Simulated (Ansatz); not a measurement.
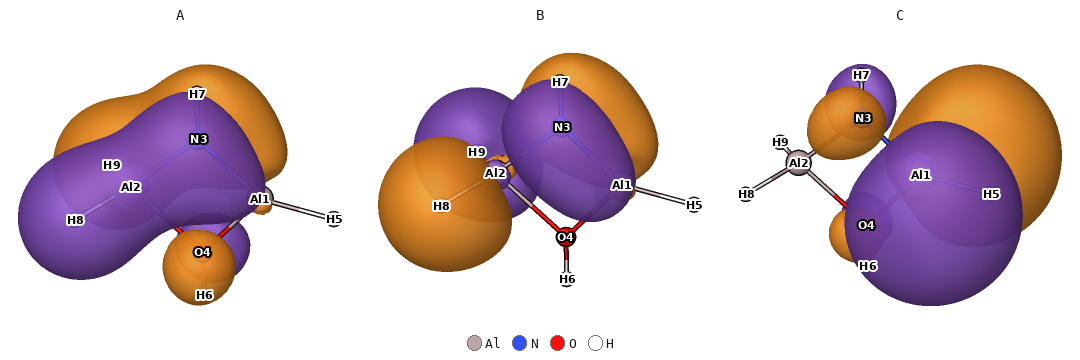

*Al₂H₅NO. Three frontier orbitals at ±0.06 Å⁻³ᐟ² (orange and purple are the two phases), in no order.*

Geometry: r2SCAN-D4/def2-SVP.

These are results of isolated molecule in a Gaussian basis; Kohn-Sham density functional theory, functional PBE0 (Ansatz), not measurements.

Input file:

```
crystal:
  periodic: [false, false, false]
  atoms:
    - {symbol: Al, position_ang: [0.254170, -1.394101, 1.066233]}
    - {symbol: Al, position_ang: [0.100132, 0.798305, -0.527912]}
    - {symbol: N, position_ang: [1.278759, -0.604367, -0.100755]}
    - {symbol: O, position_ang: [-1.012735, -0.150083, 0.808698]}
    - {symbol: H, position_ang: [0.073208, -2.584934, 2.077582]}
    - {symbol: H, position_ang: [-1.892347, 0.046613, 1.142574]}
    - {symbol: H, position_ang: [2.204285, -0.791099, -0.466216]}
    - {symbol: H, position_ang: [0.410965, 2.246506, 0.078033]}
    - {symbol: H, position_ang: [-0.684757, 0.717091, -1.920167]}
basis:
  gaussian:
    orbitals: def2-TZVPD
hamiltonian:
  xc: {name: PBE0}
output:
  forces: true
  orbitals: {seedname: orbitals}
```

Launched as:

```sh
ansatz run input.yaml --threads 1 --pin off --max-ram 2610MiB --events-out events.jsonl --progress --plain --runs-dir runs
```

Q: Order the three orbitals by energy and name them.

A: A is the HOMO−1 (−7.78 eV). Its weight (Hirshfeld) is mainly on N3 (about 35 %), Al2 (about 20 %), H8 (about 15 %), H9 (about 15 %) and O4 (about 5 %). B is the HOMO (−6.79 eV). It lies mainly on N3 (about 35 %), Al2 (about 20 %), H8 (about 20 %), H9 (about 20 %) and Al1 (about 10 %). C is the LUMO (−0.77 eV). Its weight (Hirshfeld) is mainly on Al1 (about 75 %), H5 (about 10 %) and N3 (about 5 %).

Q: What is the HOMO–LUMO gap?

A: 6.02 eV between the orbital energies.
